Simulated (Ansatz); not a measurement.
# BH2O (doublet): B3LYP, wB97M-V over a scan of the distance O2–H4, cc-pVDZ, part 1 of 2

How well do these functionals follow the top wave-function level for BH2O (doublet) over a scan of the distance O2–H4?

Computed with Ansatz 0.2.0, Gaussian basis. Level: cc-pVDZ, all electrons in the functionals.

Plan: B3LYP, wB97M-V, at 0.771 Å; 0.846 Å; 0.961 Å; 1.038 Å; 1.179 Å; 1.332 Å; 1.536 Å; 1.805 Å; 2.097 Å; 2.617 Å; 3.234 Å.

39 further runs of the same task are left out: 12 for a known fault of the program, 3 for a mislabelled method, 19 that didn't finish, 5 set aside as unsound or not needed.

## 1. The geometry

The geometry derives from a PBE0/def2-TZVP stationary point (not a proven minimum). One bond is set to the value named and the two fragments are kept rigid.

4 atoms, charge 0, spin multiplicity 2.

Atoms are counted from 1 here; the program's logs count them from 0.

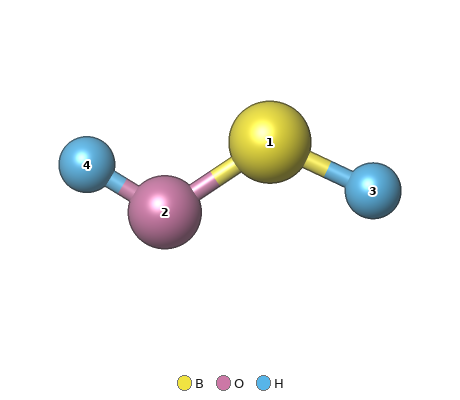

The structure; boron yellow, oxygen pink, hydrogen blue; atoms are numbered from 1 in the order of the file.

No dispersion term is added; wB97M-V holds VV10 nonlocal correlation. B3LYP takes the VWN-RPA correlation.

The geometry shown and the zero of energy belong to the point 0.961 Å. The yardstick, UCCSDT(Q), and other wave-function levels (R restricted, U unrestricted, valence and pair active spaces) come from earlier runs.

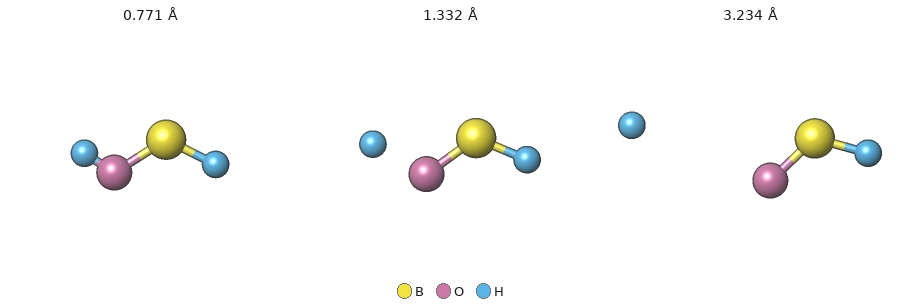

Three points of the scan; sticks are drawn by distance.

## 2. B3LYP, 0.771 Å

Contents of in.yaml:

```yaml
crystal:
  periodic: [false, false, false]
  atoms:
    - {symbol: B, position_ang: [0.000000, -0.243384, 0.737096]}
    - {symbol: O, position_ang: [0.000000, 0.155776, -0.534792]}
    - {symbol: H, position_ang: [0.000000, 0.554017, 1.634743]}
    - {symbol: H, position_ang: [0.000000, -0.416218, -1.051768]}
basis:
  gaussian: {orbitals: cc-pVDZ}
magnetization: {spin_polarized: true, initial_magnetization: 1}
hamiltonian: {xc: {name: B3LYP}}
```

Run with:

```bash
$ ansatz run in.yaml --threads 1 --pin off --events-out ev --progress --plain --max-ram 2393MiB
```

Log:

```text
Functional definition: B3LYP
  name "B3LYP"
  cite "Stephens, Devlin, Chabalowski & Frisch, J. Phys. Chem. 98, 11623 (1994) doi:10.1021/j100096a001"
  cite "Becke, Phys. Rev. A 38, 3098 (1988) doi:10.1103/PhysRevA.38.3098"
  cite "Lee, Yang & Parr, Phys. Rev. B 37, 785 (1988) doi:10.1103/PhysRevB.37.785"
  cite "Vosko, Wilk & Nusair, Can. J. Phys. 58, 1200 (1980) doi:10.1139/p80-159"
  parameter a0 = 0.2
  parameter ax = 0.72
  parameter ac = 0.81
  exchange = (1 - a0 - ax)*slater_x + ax*b88_x + a0*exact_x
  correlation = (1 - ac)*vwn_rpa_c + ac*lyp_c
344 factors; integrals over basis functions are off by at most 1.0e-3 eV
mean field evaluation 1: about -2749.4787 eV, gradient 3.4e1 eV
mean field evaluation 2: about -2740.2159 eV, gradient 6.0e1 eV
mean field evaluation 4: about -2753.3319 eV, gradient 1.1e0 eV
mean field evaluation 8: about -2753.3382 eV, gradient 9.5e-3 eV
mean field -2753.33823674 eV, -101.1833139204 hartree, gradient 1.8e-5 eV, S^2 0.751518; 0 other end points of the search recorded, 0 dependent functions left out
reference -2753.33840344 eV, -101.1833200466 hartree; 8, 7 occupied and 30, 31 virtual orbitals, 344 factors
Total energy: -2753.33840344 eV, -101.1833200466 hartree
```

Run time: 0.69 s. Hardware: 1 thread of Arm Neoverse V1, shared host.

From the report: ⟨S²⟩ of the determinant 0.752 (pure doublet: 0.75).

## 3. B3LYP, 0.846 Å

Contents of in.yaml:

```yaml
crystal:
  periodic: [false, false, false]
  atoms:
    - {symbol: B, position_ang: [0.000000, -0.241438, 0.738854]}
    - {symbol: O, position_ang: [0.000000, 0.157722, -0.533034]}
    - {symbol: H, position_ang: [0.000000, 0.555963, 1.636501]}
    - {symbol: H, position_ang: [0.000000, -0.469914, -1.100299]}
basis:
  gaussian: {orbitals: cc-pVDZ}
magnetization: {spin_polarized: true, initial_magnetization: 1}
hamiltonian: {xc: {name: B3LYP}}
```

The command is unchanged.

Log (excerpt; [...] marks lines left out):

```text
Functional definition: B3LYP
  name "B3LYP"
  cite "Stephens, Devlin, Chabalowski & Frisch, J. Phys. Chem. 98, 11623 (1994) doi:10.1021/j100096a001"
  cite "Becke, Phys. Rev. A 38, 3098 (1988) doi:10.1103/PhysRevA.38.3098"
  cite "Lee, Yang & Parr, Phys. Rev. B 37, 785 (1988) doi:10.1103/PhysRevB.37.785"
  cite "Vosko, Wilk & Nusair, Can. J. Phys. 58, 1200 (1980) doi:10.1139/p80-159"
[...]
344 factors; integrals over basis functions are off by at most 1.2e-3 eV
[...]
mean field -2754.44549008 eV, -101.2240047302 hartree, gradient 1.8e-5 eV, S^2 0.751536; 0 other end points of the search recorded, 0 dependent functions left out
reference -2754.44565815 eV, -101.2240109067 hartree; 8, 7 occupied and 30, 31 virtual orbitals, 344 factors
Total energy: -2754.44565815 eV, -101.2240109067 hartree
```

It took 0.72 s on 1 thread of Arm Neoverse V1, shared host.

From the report: ⟨S²⟩ of the determinant 0.752 (pure doublet: 0.75).

## 4. B3LYP, 0.961 Å

Contents of in.yaml:

```yaml
crystal:
  periodic: [false, false, false]
  atoms:
    - {symbol: B, position_ang: [0.000000, -0.238444, 0.741561]}
    - {symbol: O, position_ang: [0.000000, 0.160716, -0.530327]}
    - {symbol: H, position_ang: [0.000000, 0.558957, 1.639208]}
    - {symbol: H, position_ang: [0.000000, -0.552553, -1.174989]}
basis:
  gaussian: {orbitals: cc-pVDZ}
magnetization: {spin_polarized: true, initial_magnetization: 1}
hamiltonian: {xc: {name: B3LYP}}
```

Launched as before.

Log (excerpt; [...] marks lines left out):

```text
Functional definition: B3LYP
  name "B3LYP"
  cite "Stephens, Devlin, Chabalowski & Frisch, J. Phys. Chem. 98, 11623 (1994) doi:10.1021/j100096a001"
  cite "Becke, Phys. Rev. A 38, 3098 (1988) doi:10.1103/PhysRevA.38.3098"
  cite "Lee, Yang & Parr, Phys. Rev. B 37, 785 (1988) doi:10.1103/PhysRevB.37.785"
  cite "Vosko, Wilk & Nusair, Can. J. Phys. 58, 1200 (1980) doi:10.1139/p80-159"
[...]
346 factors; integrals over basis functions are off by at most 1.4e-3 eV
[...]
mean field -2754.95103099 eV, -101.2425830158 hartree, gradient 2.0e-5 eV, S^2 0.751552; 0 other end points of the search recorded, 0 dependent functions left out
reference -2754.95120156 eV, -101.2425892843 hartree; 8, 7 occupied and 30, 31 virtual orbitals, 346 factors
Total energy: -2754.95120156 eV, -101.2425892843 hartree
```

Wall time 0.72 s (1 thread of Arm Neoverse V1, shared host).

From the report: ⟨S²⟩ of the determinant 0.752 (pure doublet: 0.75).

## 5. B3LYP, 1.038 Å

Contents of in.yaml:

```yaml
crystal:
  periodic: [false, false, false]
  atoms:
    - {symbol: B, position_ang: [0.000000, -0.236458, 0.743356]}
    - {symbol: O, position_ang: [0.000000, 0.162702, -0.528532]}
    - {symbol: H, position_ang: [0.000000, 0.560943, 1.641003]}
    - {symbol: H, position_ang: [0.000000, -0.607375, -1.224538]}
basis:
  gaussian: {orbitals: cc-pVDZ}
magnetization: {spin_polarized: true, initial_magnetization: 1}
hamiltonian: {xc: {name: B3LYP}}
```

Same command.

Log (excerpt; [...] marks lines left out):

```text
Functional definition: B3LYP
  name "B3LYP"
  cite "Stephens, Devlin, Chabalowski & Frisch, J. Phys. Chem. 98, 11623 (1994) doi:10.1021/j100096a001"
  cite "Becke, Phys. Rev. A 38, 3098 (1988) doi:10.1103/PhysRevA.38.3098"
  cite "Lee, Yang & Parr, Phys. Rev. B 37, 785 (1988) doi:10.1103/PhysRevB.37.785"
  cite "Vosko, Wilk & Nusair, Can. J. Phys. 58, 1200 (1980) doi:10.1139/p80-159"
[...]
346 factors; integrals over basis functions are off by at most 1.6e-3 eV
[...]
mean field -2754.84814971 eV, -101.2388021987 hartree, gradient 3.5e-5 eV, S^2 0.751555; 0 other end points of the search recorded, 0 dependent functions left out
reference -2754.84832412 eV, -101.2388086080 hartree; 8, 7 occupied and 30, 31 virtual orbitals, 346 factors
Total energy: -2754.84832412 eV, -101.2388086080 hartree
```

Run time: 0.72 s. Hardware: 1 thread of Arm Neoverse V1, shared host.

From the report: ⟨S²⟩ of the determinant 0.752 (pure doublet: 0.75).

From 0.961 Å: +2.4 kcal/mol.

## 6. B3LYP, 1.179 Å

Contents of in.yaml:

```yaml
crystal:
  periodic: [false, false, false]
  atoms:
    - {symbol: B, position_ang: [0.000000, -0.232800, 0.746662]}
    - {symbol: O, position_ang: [0.000000, 0.166360, -0.525226]}
    - {symbol: H, position_ang: [0.000000, 0.564601, 1.644309]}
    - {symbol: H, position_ang: [0.000000, -0.708323, -1.315777]}
basis:
  gaussian: {orbitals: cc-pVDZ}
magnetization: {spin_polarized: true, initial_magnetization: 1}
hamiltonian: {xc: {name: B3LYP}}
```

Launched as before.

Log (excerpt; [...] marks lines left out):

```text
Functional definition: B3LYP
  name "B3LYP"
  cite "Stephens, Devlin, Chabalowski & Frisch, J. Phys. Chem. 98, 11623 (1994) doi:10.1021/j100096a001"
  cite "Becke, Phys. Rev. A 38, 3098 (1988) doi:10.1103/PhysRevA.38.3098"
  cite "Lee, Yang & Parr, Phys. Rev. B 37, 785 (1988) doi:10.1103/PhysRevB.37.785"
  cite "Vosko, Wilk & Nusair, Can. J. Phys. 58, 1200 (1980) doi:10.1139/p80-159"
[...]
347 factors; integrals over basis functions are off by at most 1.2e-3 eV
[...]
mean field -2754.25411262 eV, -101.2169717381 hartree, gradient 1.7e-5 eV, S^2 0.751765; 0 other end points of the search recorded, 0 dependent functions left out
reference -2754.25429308 eV, -101.2169783700 hartree; 8, 7 occupied and 30, 31 virtual orbitals, 347 factors
Total energy: -2754.25429308 eV, -101.2169783700 hartree
```

Run time: 0.72 s. Hardware: 1 thread of Arm Neoverse V1, shared host.

From the report: ⟨S²⟩ of the determinant 0.752 (pure doublet: 0.75).

From 0.961 Å: +16.1 kcal/mol.

## 7. B3LYP, 1.332 Å

Contents of in.yaml:

```yaml
crystal:
  periodic: [false, false, false]
  atoms:
    - {symbol: B, position_ang: [0.000000, -0.228831, 0.750249]}
    - {symbol: O, position_ang: [0.000000, 0.170329, -0.521639]}
    - {symbol: H, position_ang: [0.000000, 0.568570, 1.647896]}
    - {symbol: H, position_ang: [0.000000, -0.817863, -1.414780]}
basis:
  gaussian: {orbitals: cc-pVDZ}
magnetization: {spin_polarized: true, initial_magnetization: 1}
hamiltonian: {xc: {name: B3LYP}}
```

The command is unchanged.

Log (excerpt; [...] marks lines left out):

```text
Functional definition: B3LYP
  name "B3LYP"
  cite "Stephens, Devlin, Chabalowski & Frisch, J. Phys. Chem. 98, 11623 (1994) doi:10.1021/j100096a001"
  cite "Becke, Phys. Rev. A 38, 3098 (1988) doi:10.1103/PhysRevA.38.3098"
  cite "Lee, Yang & Parr, Phys. Rev. B 37, 785 (1988) doi:10.1103/PhysRevB.37.785"
  cite "Vosko, Wilk & Nusair, Can. J. Phys. 58, 1200 (1980) doi:10.1139/p80-159"
[...]
348 factors; integrals over basis functions are off by at most 1.4e-3 eV
[...]
mean field -2753.45842214 eV, -101.1877306526 hartree, gradient 1.5e-5 eV, S^2 0.759641; 0 other end points of the search recorded, 0 dependent functions left out
reference -2753.45859996 eV, -101.1877371872 hartree; 8, 7 occupied and 30, 31 virtual orbitals, 348 factors
Total energy: -2753.45859996 eV, -101.1877371872 hartree
```

Wall time 0.8 s (1 thread of Arm Neoverse V1, shared host).

From the report: ⟨S²⟩ of the determinant 0.760 (pure doublet: 0.75).

From 0.961 Å: +34.4 kcal/mol.

## 8. B3LYP, 1.536 Å

Contents of in.yaml:

```yaml
crystal:
  periodic: [false, false, false]
  atoms:
    - {symbol: B, position_ang: [0.000000, -0.223539, 0.755032]}
    - {symbol: O, position_ang: [0.000000, 0.175621, -0.516856]}
    - {symbol: H, position_ang: [0.000000, 0.573862, 1.652679]}
    - {symbol: H, position_ang: [0.000000, -0.963916, -1.546784]}
basis:
  gaussian: {orbitals: cc-pVDZ}
magnetization: {spin_polarized: true, initial_magnetization: 1}
hamiltonian: {xc: {name: B3LYP}}
```

The command is unchanged.

Log (excerpt; [...] marks lines left out):

```text
Functional definition: B3LYP
  name "B3LYP"
  cite "Stephens, Devlin, Chabalowski & Frisch, J. Phys. Chem. 98, 11623 (1994) doi:10.1021/j100096a001"
  cite "Becke, Phys. Rev. A 38, 3098 (1988) doi:10.1103/PhysRevA.38.3098"
  cite "Lee, Yang & Parr, Phys. Rev. B 37, 785 (1988) doi:10.1103/PhysRevB.37.785"
  cite "Vosko, Wilk & Nusair, Can. J. Phys. 58, 1200 (1980) doi:10.1139/p80-159"
[...]
345 factors; integrals over basis functions are off by at most 1.1e-3 eV
[...]
mean field -2752.77931590 eV, -101.1627739584 hartree, gradient 3.8e-5 eV, S^2 0.803140; 0 other end points of the search recorded, 0 dependent functions left out
reference -2752.77951262 eV, -101.1627811877 hartree; 8, 7 occupied and 30, 31 virtual orbitals, 345 factors
Total energy: -2752.77951262 eV, -101.1627811877 hartree
```

Run time: 0.75 s. Hardware: 1 thread of Arm Neoverse V1, shared host.

From the report: ⟨S²⟩ of the determinant 0.803 (pure doublet: 0.75).

From 0.961 Å: +50.1 kcal/mol.

## 9. B3LYP, 1.805 Å

Contents of in.yaml:

```yaml
crystal:
  periodic: [false, false, false]
  atoms:
    - {symbol: B, position_ang: [0.000000, -0.216561, 0.761339]}
    - {symbol: O, position_ang: [0.000000, 0.182599, -0.510549]}
    - {symbol: H, position_ang: [0.000000, 0.580840, 1.658986]}
    - {symbol: H, position_ang: [0.000000, -1.156505, -1.720849]}
basis:
  gaussian: {orbitals: cc-pVDZ}
magnetization: {spin_polarized: true, initial_magnetization: 1}
hamiltonian: {xc: {name: B3LYP}}
```

Same command.

Log (excerpt; [...] marks lines left out):

```text
Functional definition: B3LYP
  name "B3LYP"
  cite "Stephens, Devlin, Chabalowski & Frisch, J. Phys. Chem. 98, 11623 (1994) doi:10.1021/j100096a001"
  cite "Becke, Phys. Rev. A 38, 3098 (1988) doi:10.1103/PhysRevA.38.3098"
  cite "Lee, Yang & Parr, Phys. Rev. B 37, 785 (1988) doi:10.1103/PhysRevB.37.785"
  cite "Vosko, Wilk & Nusair, Can. J. Phys. 58, 1200 (1980) doi:10.1139/p80-159"
[...]
345 factors; integrals over basis functions are off by at most 1.1e-3 eV
[...]
mean field -2752.59184266 eV, -101.1558844440 hartree, gradient 4.8e-5 eV, S^2 0.784263; 2 other end points of the search recorded, 0 dependent functions left out
reference -2752.59204709 eV, -101.1558919566 hartree; 8, 7 occupied and 30, 31 virtual orbitals, 345 factors
Total energy: -2752.59204709 eV, -101.1558919566 hartree
```

Wall time 0.87 s (1 thread of Arm Neoverse V1, shared host).

From the report: ⟨S²⟩ of the determinant 0.784 (pure doublet: 0.75).

From 0.961 Å: +54.4 kcal/mol.

## 10. B3LYP, 2.097 Å

Contents of in.yaml:

```yaml
crystal:
  periodic: [false, false, false]
  atoms:
    - {symbol: B, position_ang: [0.000000, -0.208986, 0.768185]}
    - {symbol: O, position_ang: [0.000000, 0.190174, -0.503703]}
    - {symbol: H, position_ang: [0.000000, 0.588415, 1.665832]}
    - {symbol: H, position_ang: [0.000000, -1.365561, -1.909797]}
basis:
  gaussian: {orbitals: cc-pVDZ}
magnetization: {spin_polarized: true, initial_magnetization: 1}
hamiltonian: {xc: {name: B3LYP}}
```

Launched as before.

Log (excerpt; [...] marks lines left out):

```text
Functional definition: B3LYP
  name "B3LYP"
  cite "Stephens, Devlin, Chabalowski & Frisch, J. Phys. Chem. 98, 11623 (1994) doi:10.1021/j100096a001"
  cite "Becke, Phys. Rev. A 38, 3098 (1988) doi:10.1103/PhysRevA.38.3098"
  cite "Lee, Yang & Parr, Phys. Rev. B 37, 785 (1988) doi:10.1103/PhysRevB.37.785"
  cite "Vosko, Wilk & Nusair, Can. J. Phys. 58, 1200 (1980) doi:10.1139/p80-159"
[...]
345 factors; integrals over basis functions are off by at most 1.1e-3 eV
[...]
mean field -2752.65127637 eV, -101.1580685925 hartree, gradient 5.1e-5 eV, S^2 0.753719; 2 other end points of the search recorded, 0 dependent functions left out
reference -2752.65148551 eV, -101.1580762784 hartree; 8, 7 occupied and 30, 31 virtual orbitals, 345 factors
Total energy: -2752.65148551 eV, -101.1580762784 hartree
```

It took 0.9 s on 1 thread of Arm Neoverse V1, shared host.

From the report: ⟨S²⟩ of the determinant 0.754 (pure doublet: 0.75).

From 0.961 Å: +53.0 kcal/mol.

## 11. B3LYP, 2.617 Å

Contents of in.yaml:

```yaml
crystal:
  periodic: [false, false, false]
  atoms:
    - {symbol: B, position_ang: [0.000000, -0.195497, 0.780377]}
    - {symbol: O, position_ang: [0.000000, 0.203663, -0.491511]}
    - {symbol: H, position_ang: [0.000000, 0.601904, 1.678024]}
    - {symbol: H, position_ang: [0.000000, -1.737852, -2.246278]}
basis:
  gaussian: {orbitals: cc-pVDZ}
magnetization: {spin_polarized: true, initial_magnetization: 1}
hamiltonian: {xc: {name: B3LYP}}
```

Same command.

Log (excerpt; [...] marks lines left out):

```text
Functional definition: B3LYP
  name "B3LYP"
  cite "Stephens, Devlin, Chabalowski & Frisch, J. Phys. Chem. 98, 11623 (1994) doi:10.1021/j100096a001"
  cite "Becke, Phys. Rev. A 38, 3098 (1988) doi:10.1103/PhysRevA.38.3098"
  cite "Lee, Yang & Parr, Phys. Rev. B 37, 785 (1988) doi:10.1103/PhysRevB.37.785"
  cite "Vosko, Wilk & Nusair, Can. J. Phys. 58, 1200 (1980) doi:10.1139/p80-159"
[...]
346 factors; integrals over basis functions are off by at most 1.1e-3 eV
[...]
mean field -2752.71285154 eV, -101.1603314382 hartree, gradient 2.3e-5 eV, S^2 0.750179; 2 other end points of the search recorded, 0 dependent functions left out
reference -2752.71306575 eV, -101.1603393103 hartree; 8, 7 occupied and 30, 31 virtual orbitals, 346 factors
Total energy: -2752.71306575 eV, -101.1603393103 hartree
```

Run time: 0.93 s. Hardware: 1 thread of Arm Neoverse V1, shared host.

From the report: ⟨S²⟩ of the determinant 0.750 (pure doublet: 0.75).

From 0.961 Å: +51.6 kcal/mol.

## 12. B3LYP, 3.234 Å

Contents of in.yaml:

```yaml
crystal:
  periodic: [false, false, false]
  atoms:
    - {symbol: B, position_ang: [0.000000, -0.179492, 0.794843]}
    - {symbol: O, position_ang: [0.000000, 0.219668, -0.477045]}
    - {symbol: H, position_ang: [0.000000, 0.617909, 1.692490]}
    - {symbol: H, position_ang: [0.000000, -2.179590, -2.645527]}
basis:
  gaussian: {orbitals: cc-pVDZ}
magnetization: {spin_polarized: true, initial_magnetization: 1}
hamiltonian: {xc: {name: B3LYP}}
```

Launched as before.

Log (excerpt; [...] marks lines left out):

```text
Functional definition: B3LYP
  name "B3LYP"
  cite "Stephens, Devlin, Chabalowski & Frisch, J. Phys. Chem. 98, 11623 (1994) doi:10.1021/j100096a001"
  cite "Becke, Phys. Rev. A 38, 3098 (1988) doi:10.1103/PhysRevA.38.3098"
  cite "Lee, Yang & Parr, Phys. Rev. B 37, 785 (1988) doi:10.1103/PhysRevB.37.785"
  cite "Vosko, Wilk & Nusair, Can. J. Phys. 58, 1200 (1980) doi:10.1139/p80-159"
[...]
345 factors; integrals over basis functions are off by at most 1.1e-3 eV
[...]
mean field -2752.71791252 eV, -101.1605174258 hartree, gradient 7.9e-5 eV, S^2 0.750030; 2 other end points of the search recorded, 0 dependent functions left out
reference -2752.71813534 eV, -101.1605256144 hartree; 8, 7 occupied and 30, 31 virtual orbitals, 345 factors
Total energy: -2752.71813534 eV, -101.1605256144 hartree
```

Run time: 0.84 s. Hardware: 1 thread of Arm Neoverse V1, shared host.

From the report: ⟨S²⟩ of the determinant 0.750 (pure doublet: 0.75).

From 0.961 Å: +51.5 kcal/mol.

## 13. wB97M-V, 0.771 Å

Contents of in.yaml:

```yaml
crystal:
  periodic: [false, false, false]
  atoms:
    - {symbol: B, position_ang: [0.000000, -0.243384, 0.737096]}
    - {symbol: O, position_ang: [0.000000, 0.155776, -0.534792]}
    - {symbol: H, position_ang: [0.000000, 0.554017, 1.634743]}
    - {symbol: H, position_ang: [0.000000, -0.416218, -1.051768]}
basis:
  gaussian: {orbitals: cc-pVDZ}
magnetization: {spin_polarized: true, initial_magnetization: 1}
hamiltonian: {xc: {name: wB97M-V}}
output: {forces: true, orbitals: {seedname: orbitals}}
```

Launched as before.

Log (excerpt; [...] marks lines left out):

```text
Functional definition: wB97M-V
  name "wB97M-V"
  cite "Mardirossian & Head-Gordon, J. Chem. Phys. 144, 214110 (2016) doi:10.1063/1.4952647"
  cite "Becke, J. Chem. Phys. 107, 8554 (1997) doi:10.1063/1.475007"
  cite "Vydrov & Van Voorhis, J. Chem. Phys. 133, 244103 (2010) doi:10.1063/1.3521275"
  # Of w^i u^j: cxij and so on, Table III.
[...]
  gx(w, u) = 1 - cx + cx01*u + cx10*w
  gss(w, u) = css00 + css04*u^4 + css10*w + css20*w^2 + css43*w^4*u^3
  gos(w, u) = cos00 + cos10*w + (cos20 + cos21*u)*w^2 + (cos60 + cos61*u)*w^6
[...]
      + integral(e_c_pw_mod_opposite_spin*gos(b97_w_opposite, b97_u_opposite)) + vv10(b, c)
344 factors; integrals over basis functions are off by at most 1.0e-3 eV
111 factors; integrals over basis functions are off by at most 1.2e-5 eV
[...]
mean field -2752.01584479 eV, -101.1347169127 hartree, gradient 7.3e-5 eV, S^2 0.751355; 0 other end points of the search recorded, 0 dependent functions left out
[...]
reference -2752.01587315 eV, -101.1347179548 hartree; 8, 7 occupied and 30, 31 virtual orbitals, 344 factors
Total energy: -2752.01587315 eV, -101.1347179548 hartree
Atom 0 at     0.000000    -0.243384     0.737096 Å, force     0.000000    -0.049934     0.156573 eV/Å
Atom 1 at     0.000000     0.155776    -0.534792 Å, force    -0.000000    15.287748    13.843024 eV/Å
Atom 2 at     0.000000     0.554017     1.634743 Å, force     0.000000     0.105368     0.156607 eV/Å
Atom 3 at     0.000000    -0.416218    -1.051768 Å, force     0.000000   -15.343182   -14.156204 eV/Å
Dipole moment:    -0.000000    -0.109062    -0.239255 e Å
```

Run time: 3 s. Hardware: 1 thread of Arm Neoverse V1, shared host.

From the report: ⟨S²⟩ of the determinant 0.751 (pure doublet: 0.75).

(Continued in part 2 of 2.)
